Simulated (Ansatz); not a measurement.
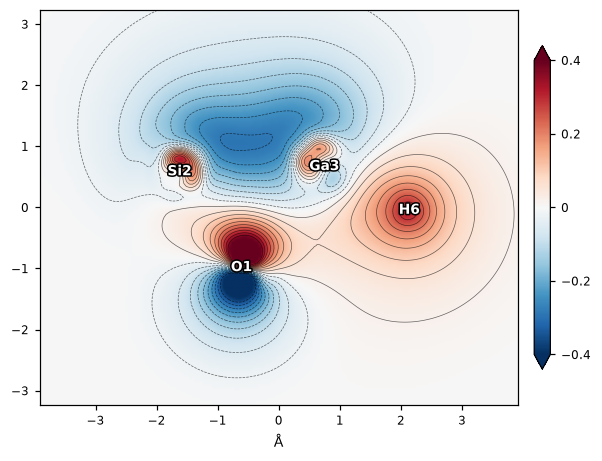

*GaH3OSi. The HOMO−1 on the plane of atoms O1, Si2 and Ga3 (values in Å⁻³ᐟ²; the overall sign is arbitrary).*

All numbers below come from Ansatz 0.2.0, UKS r2SCAN/def2-SVP.

Input

```
crystal:
  periodic: [false, false, false]
  atoms:
    - { symbol: O, position_ang: [1.007, -0.7829, 0.3415] }
    - { symbol: Si, position_ang: [0.0745, -0.2678, -1.066] }
    - { symbol: Ga, position_ang: [-0.1469, 0.3362, 1.4115] }
    - { symbol: H, position_ang: [1.5106, -1.62843, 0.234] }
    - { symbol: H, position_ang: [0.1762, 1.1855, -1.252] }
    - { symbol: H, position_ang: [0.1899, 0.1025, 1.43] }
magnetization:
  spin_polarized: true
basis:
  gaussian: { orbitals: def2-SVP }
hamiltonian:
  xc: r2scan
relax:
  f_tol: 0.02
  max_steps: 50
output:
  orbitals: {}
```

Launched as:

```sh
ansatz run input.yaml --threads 2 --pin off --max-ram 3072MiB --backend cpu --events-out ev --progress --plain --runs-dir out
```

The fields are those of the run's last geometry, not of the input's.

Question: Where does this orbital lie, and at what energy?

Answer: It lies mainly on Si2 (about 35 %), Ga3 (about 25 %), O1 (about 20 %), H5 (about 15 %) and H6 (about 5 %). Its energy is −6.09 eV.
